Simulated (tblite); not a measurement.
# Geometry relaxation, with input and output: C₄H₁₄FPSi₂ (part 1 of 3)

C₄H₁₄FPSi₂, computed with GFN2-xTB geometry optimisation, gas phase (tblite 0.8.0).

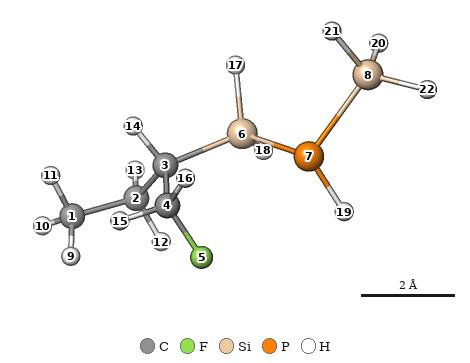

**Figure 1.** The starting structure (ball-and-stick view, seen at a tilt; atoms are numbered from 1 in the order of the input).

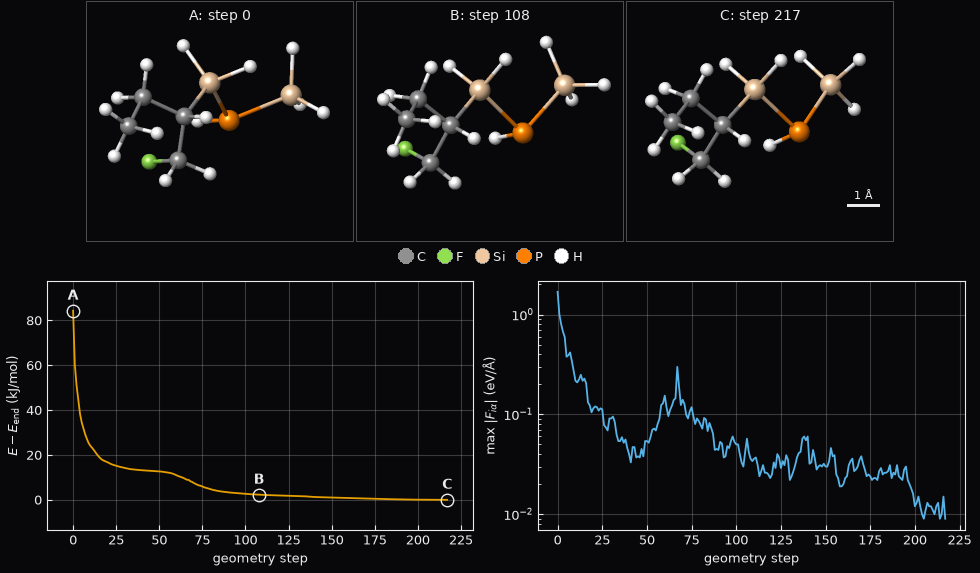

**Figure 2.** Frames of the relaxation (ball-and-stick view, seen at a tilt) above the curves, on which the letters mark them (steps are counted from 0).

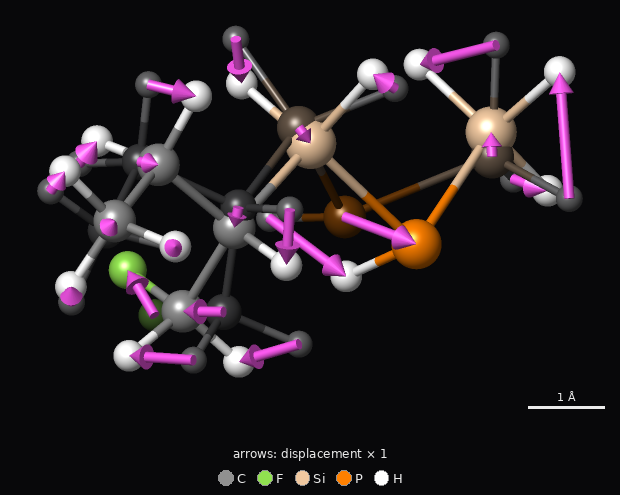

**Figure 3.** Start (faint) and end (solid) with the displacements as pink arrows, at true length (ball-and-stick view, seen at a tilt). The two geometries are laid on each other by the best rigid fit. H21 moves most after the best rigid fit: 1.68 Å. By element the largest moves are H 1.68 Å, P 1.20 Å, F 0.80 Å, C 0.66 Å, Si 0.33 Å. Among the contacts that change: P7–H19 1.450 → 1.378 Å, C3–Si6 1.844 → 1.915 Å, C3–C4 1.478 → 1.519 Å, Si6–P7 2.192 → 2.232 Å. Among the angles that change: Si6–P7–H19 113.5° → 95.9°, Si8–P7–H19 112.5° → 95.5°, C1–C2–C3 106.2° → 113.4°. The energy falls by 84.3 kJ/mol in 217 geometry steps. The largest force component goes from 1.7 to 0.009 eV/Å. (Atoms are counted from 1 in the order of the input.)

The input and output of the run follow.

**The input**
```
{"job": {"kind": "relax", "xc": "GFN2-xTB", "basis": "xTB"}, "charge": 0, "multiplicity": 1}
C     -3.240400     0.496100    -0.109800
C     -2.000800     0.207100    -0.917600
C     -0.814600     0.408400     0.031100
C     -0.892700    -0.485700     1.205500
F     -0.882600    -1.803600     0.836700
Si     0.815600     0.241700    -0.814900
P      2.188100    -1.037700     0.318800
Si     4.199600    -0.136800     0.165500
H     -3.516800    -0.312700     0.585700
H     -4.110600     0.710300    -0.777400
H     -3.064300     1.441600     0.469400
H     -2.072000    -0.853300    -1.243600
H     -1.958000     0.839100    -1.796200
H     -0.925500     1.470900     0.380600
H     -1.847700    -0.302000     1.748000
H     -0.047700    -0.242200     1.908300
H      1.433300     1.605100    -0.806200
H      0.668600    -0.169000    -2.221100
H      2.168400    -2.424200    -0.104400
H      4.391100     0.473700    -1.173800
H      4.224600     0.987900     1.116200
H      5.273800    -1.095200     0.396700
```

The first line tells a small driver script what to run in tblite; the rest is the geometry in Å.

Run as:
```bash
OMP_NUM_THREADS=1 python <driver script> task.json out
```

**Log**
```
step      E/eV     max force
  0    -718.08211    2.152
  1    -718.33092    1.059
  2    -718.42709    0.814
  3    -718.49311    0.895
  4    -718.55802    0.709
  5    -718.59842    0.516
  6    -718.62647    0.420
  7    -718.65334    0.428
  8    -718.67454    0.366
  9    -718.69391    0.301
 10    -718.70642    0.229
 11    -718.71541    0.223
 12    -718.72561    0.248
 13    -718.73699    0.256
 14    -718.74774    0.233
 15    -718.75731    0.246
 16    -718.76561    0.212
 17    -718.77169    0.141
 18    -718.77578    0.139
 19    -718.77902    0.117
 20    -718.78252    0.158
 21    -718.78663    0.166
 22    -718.79065    0.123
 23    -718.79377    0.116
 24    -718.79625    0.118
 25    -718.79863    0.118
 26    -718.80111    0.104
 27    -718.80337    0.092
 28    -718.80522    0.081
 29    -718.80696    0.094
 30    -718.80894    0.092
 31    -718.81106    0.101
 32    -718.81283    0.094
 33    -718.81406    0.066
 34    -718.81494    0.057
 35    -718.81574    0.057
 36    -718.81659    0.066
 37    -718.81745    0.060
 38    -718.81824    0.060
 39    -718.81891    0.049
 40    -718.81944    0.044
 41    -718.81987    0.037
 42    -718.82028    0.049
 43    -718.82071    0.048
 44    -718.82119    0.043
 45    -718.82169    0.046
 46    -718.82220    0.044
 47    -718.82273    0.050
 48    -718.82328    0.050
 49    -718.82387    0.058
 50    -718.82454    0.058
 51    -718.82537    0.070
 52    -718.82639    0.079
 53    -718.82757    0.085
 54    -718.82881    0.090
 55    -718.83005    0.090
 56    -718.83145    0.087
 57    -718.83327    0.113
 58    -718.83577    0.157
 59    -718.83901    0.170
 60    -718.84266    0.158
 61    -718.84625    0.119
 62    -718.84916    0.112
 63    -718.85160    0.115
 64    -718.85472    0.140
 65    -718.85918    0.169
 66    -718.86337    0.165
 67    -718.86378    0.319
 68    -718.87021    0.214
 69    -718.87327    0.153
 70    -718.87828    0.147
 71    -718.88244    0.150
 72    -718.88625    0.132
 73    -718.88941    0.111
 74    -718.89139    0.112
 75    -718.89433    0.134
 76    -718.89802    0.120
 77    -718.90059    0.103
 78    -718.90255    0.115
 79    -718.90513    0.119
 80    -718.90766    0.114
 81    -718.90993    0.098
 82    -718.91171    0.098
 83    -718.91334    0.093
 84    -718.91497    0.073
 85    -718.91640    0.091
 86    -718.91761    0.093
 87    -718.91865    0.079
 88    -718.91976    0.066
 89    -718.92060    0.068
 90    -718.92167    0.058
 91    -718.92240    0.066
 92    -718.92299    0.067
 93    -718.92357    0.059
 94    -718.92421    0.054
 95    -718.92491    0.067
 96    -718.92566    0.063
 97    -718.92642    0.058
 98    -718.92713    0.062
 99    -718.92782    0.058
100    -718.92851    0.062
101    -718.92919    0.063
102    -718.92978    0.046
103    -718.93027    0.042
104    -718.93073    0.040
105    -718.93126    0.046
106    -718.93184    0.063
107    -718.93233    0.051
108    -718.93270    0.038
109    -718.93303    0.035
110    -718.93335    0.044
111    -718.93367    0.044
112    -718.93395    0.040
113    -718.93424    0.036
114    -718.93456    0.035
115    -718.93489    0.036
116    -718.93516    0.029
117    -718.93535    0.033
118    -718.93552    0.028
119    -718.93570    0.029
120    -718.93590    0.031
121    -718.93610    0.034
122    -718.93635    0.042
123    -718.93667    0.046
124    -718.93701    0.041
125    -718.93732    0.031
126    -718.93760    0.037
127    -718.93789    0.044
128    -718.93824    0.046
129    -718.93858    0.042
130    -718.93883    0.033
131    -718.93903    0.031
132    -718.93921    0.032
133    -718.93947    0.041
134    -718.93976    0.042
135    -718.94011    0.046
136    -718.94057    0.052
137    -718.94119    0.058
138    -718.94189    0.069
139    -718.94248    0.065
140    -718.94295    0.060
141    -718.94334    0.041
142    -718.94366    0.035
143    -718.94387    0.046
144    -718.94408    0.038
145    -718.94431    0.030
146    -718.94454    0.031
147    -718.94481    0.032
148    -718.94505    0.032
149    -718.94529    0.037
150    -718.94555    0.037
151    -718.94584    0.036
152    -718.94612    0.037
153    -718.94637    0.046
154    -718.94668    0.039
155    -718.94707    0.045
156    -718.94746    0.030
157    -718.94766    0.029
158    -718.94779    0.023
159    -718.94792    0.024
160    -718.94804    0.024
161    -718.94819    0.030
162    -718.94835    0.031
163    -718.94858    0.039
164    -718.94887    0.040
165    -718.94917    0.037
166    -718.94944    0.029
167    -718.94968    0.034
168    -718.94993    0.044
169    -718.95022    0.047
170    -718.95051    0.049
171    -718.95079    0.044
172    -718.95109    0.040
173    -718.95136    0.030
174    -718.95156    0.032
175    -718.95170    0.029
176    -718.95185    0.027
177    -718.95202    0.026
178    -718.95219    0.023
179    -718.95234    0.022
180    -718.95248    0.028
181    -718.95265    0.031
182    -718.95283    0.029
183    -718.95303    0.027
184    -718.95321    0.030
185    -718.95339    0.041
186    -718.95359    0.046
187    -718.95378    0.034
188    -718.95396    0.033
189    -718.95410    0.030
190    -718.95424    0.039
191    -718.95440    0.030
192    -718.95455    0.024
193    -718.95469    0.029
194    -718.95485    0.034
195    -718.95502    0.032
196    -718.95516    0.023
197    -718.95526    0.020
198    -718.95528    0.029
199    -718.95536    0.018
200    -718.95540    0.013
201    -718.95545    0.017
202    -718.95549    0.019
203    -718.95553    0.015
204    -718.95557    0.014
205    -718.95562    0.012
206    -718.95567    0.017
207    -718.95572    0.019
208    -718.95577    0.016
209    -718.95582    0.013
210    -718.95586    0.012
211    -718.95591    0.014
212    -718.95596    0.015
213    -718.95601    0.015
214    -718.95606    0.012
215    -718.95609    0.010
216    -718.95612    0.015
217    -718.95614    0.009
```

**Trajectory as extended XYZ (Å, eV, eV/Å), 22 of the 218 frames kept, from step=0 to step=217**
```
22
Properties=species:S:1:pos:R:3:forces:R:3 step=0 energy=-718.08211
C    -3.2404    0.4961   -0.1098   -1.4150   1.2550   0.0380
C    -2.0008    0.2071   -0.9176   -0.2330  -1.2400   0.4730
C    -0.8146    0.4084    0.0311   -0.8430   1.4270  -0.7250
C    -0.8927   -0.4857    1.2055   -0.4550   0.3600   1.6880
F    -0.8826   -1.8036    0.8367    0.2740   0.0610   0.1670
Si    0.8156    0.2417   -0.8149    1.5410   0.3030  -1.4710
P     2.1881   -1.0377    0.3188    0.0320  -1.2750   0.9970
Si    4.1996   -0.1368    0.1655    0.1540   0.3210  -0.7080
H    -3.5168   -0.3127    0.5857    0.0890   0.4250  -0.4670
H    -4.1106    0.7103   -0.7774    0.5300  -0.3450   0.5200
H    -3.0643    1.4416    0.4694   -0.3510  -0.7960  -0.3040
H    -2.0720   -0.8533   -1.2436    0.3270   0.5520  -0.0150
H    -1.9580    0.8391   -1.7962    0.2150   0.1400  -0.0210
H    -0.9255    1.4709    0.3806    0.2410  -0.7810   0.0180
H    -1.8477   -0.3020    1.7480    0.5080  -0.3590   0.0220
H    -0.0477   -0.2422    1.9083   -0.5030  -0.6850  -0.4640
H     1.4333    1.6051   -0.8062   -0.0770  -0.3900  -0.0180
H     0.6686   -0.1690   -2.2211   -0.0690   0.0410   0.0750
H     2.1684   -2.4242   -0.1044    0.1360   1.4280  -0.1130
H     4.3911    0.4737   -1.1738    0.0420  -0.1380   0.2170
H     4.2246    0.9879    1.1162   -0.0490  -0.2460  -0.0020
H     5.2738   -1.0952    0.3967   -0.0920  -0.0600   0.0930
22
Properties=species:S:1:pos:R:3:forces:R:3 step=10 energy=-718.70642
C    -3.3199    0.5308   -0.1370   -0.0170   0.0040  -0.0230
C    -2.0227    0.2068   -0.8863   -0.1070   0.0170   0.0900
C    -0.8135    0.4171    0.0324   -0.0020   0.0130  -0.0900
C    -0.8922   -0.4849    1.2572   -0.0400   0.1360  -0.1090
F    -0.8449   -1.8070    0.8689    0.0390   0.1240   0.0930
Si    0.8837    0.2084   -0.8361    0.0740   0.0480   0.0040
P     2.1655   -1.0250    0.5281    0.0830   0.0520  -0.1270
Si    4.1725   -0.1477    0.1118    0.0470   0.0490   0.0910
H    -3.5947   -0.2755    0.5405    0.0180   0.0190  -0.0580
H    -4.1589    0.6912   -0.8069    0.0380  -0.0560  -0.1700
H    -3.1898    1.4388    0.4494   -0.0230   0.0370  -0.0070
H    -2.0404   -0.8302   -1.2294   -0.0260   0.0510   0.0020
H    -1.9310    0.8485   -1.7720    0.0280  -0.0680   0.2170
H    -0.8502    1.4536    0.3799   -0.0510  -0.0340   0.1690
H    -1.8226   -0.3427    1.8090   -0.0650  -0.0900   0.0740
H    -0.0445   -0.3075    1.9301   -0.0220  -0.0970  -0.0270
H     1.4925    1.5492   -0.8555    0.0070   0.0120  -0.0680
H     0.7022   -0.1986   -2.2359    0.0570  -0.1160   0.1030
H     2.2481   -2.1553   -0.2481    0.0380  -0.0490  -0.1300
H     4.3976    0.4409   -1.2123   -0.0640  -0.0940  -0.0050
H     4.2210    0.9220    1.1059    0.0770   0.0910   0.0130
H     5.2319   -1.1136    0.4038   -0.0880  -0.0480  -0.0410
22
Properties=species:S:1:pos:R:3:forces:R:3 step=21 energy=-718.78663
C    -3.3570    0.5412   -0.1722   -0.0500   0.0420  -0.0050
C    -2.0221    0.2342   -0.8436    0.1200  -0.0440   0.0180
C    -0.8182    0.4329    0.0846    0.0360   0.0250   0.0740
C    -0.8926   -0.4959    1.2907   -0.0310   0.0390   0.0130
F    -0.8278   -1.8102    0.8863    0.0190   0.0600   0.0220
Si    0.8882    0.2338   -0.8051   -0.1150  -0.0580   0.1040
P     2.1918   -1.0365    0.5045    0.0040   0.0910  -0.0190
Si    4.1899   -0.1236    0.1369   -0.0160  -0.0310  -0.0140
H    -3.6631   -0.2511    0.5025    0.0430  -0.0840   0.0490
H    -4.1349    0.6475   -0.9201   -0.0750  -0.0020  -0.1080
H    -3.3068    1.4669    0.3929    0.0390   0.1160   0.0220
H    -2.0354   -0.7965   -1.1972    0.0400  -0.0400  -0.0520
H    -1.8995    0.8837   -1.7122    0.0250   0.0160   0.0000
H    -0.8751    1.4523    0.4834    0.0350  -0.0210   0.0060
H    -1.8293   -0.3846    1.8485    0.0210  -0.0240  -0.0340
H    -0.0462   -0.3279    1.9713   -0.0640  -0.0590  -0.0580
H     1.4977    1.5654   -0.9487   -0.0670   0.0170  -0.0150
H     0.7484   -0.3347   -2.1503   -0.0670  -0.0010   0.0430
H     2.3346   -2.0537   -0.4104    0.0190  -0.0540  -0.0340
H     4.3575    0.3707   -1.2326    0.0230   0.0250   0.0260
H     4.3157    0.9782    1.0939    0.0230  -0.0410  -0.0610
H     5.1738   -1.1725    0.3946    0.0380   0.0270   0.0230
22
Properties=species:S:1:pos:R:3:forces:R:3 step=31 energy=-718.81106
C    -3.3596    0.5511   -0.2111   -0.0320   0.0370   0.0380
C    -1.9979    0.2558   -0.8266    0.0490  -0.0140  -0.0130
C    -0.8278    0.4460    0.1416    0.0430  -0.0100   0.0390
C    -0.9164   -0.5066    1.3220    0.0070  -0.0340   0.0160
F    -0.8252   -1.8067    0.8794   -0.0330  -0.0240   0.0130
Si    0.8568    0.2235   -0.7615    0.0090   0.0060  -0.0290
P     2.2162   -1.0429    0.4891    0.0250   0.0830   0.0270
Si    4.2154   -0.1326    0.1178    0.0190   0.0350  -0.0170
H    -3.6542   -0.2273    0.4856   -0.0130  -0.0390   0.0360
H    -4.1211    0.6113   -0.9835   -0.0100  -0.0230  -0.0510
H    -3.3405    1.4985    0.3196   -0.0060   0.0950   0.0340
H    -1.9881   -0.7697   -1.1956    0.0150  -0.0460  -0.0270
H    -1.8417    0.9142   -1.6811    0.0130   0.0530  -0.0520
H    -0.8735    1.4601    0.5515   -0.0350  -0.0170   0.0050
H    -1.8623   -0.4247    1.8698    0.0480  -0.0120  -0.0250
H    -0.0741   -0.3572    2.0098   -0.0650   0.0010   0.0210
H     1.3988    1.5710   -0.9980    0.0190  -0.0170   0.0030
H     0.6569   -0.4028   -2.0718   -0.0380  -0.0020  -0.0020
H     2.3704   -2.0177   -0.4717   -0.0190  -0.0590  -0.0100
H     4.3812    0.3704   -1.2498    0.0260  -0.0380   0.0260
H     4.3780    0.9811    1.0507   -0.0240   0.0010   0.0080
H     5.1983   -1.1754    0.4112    0.0030   0.0240  -0.0390
```
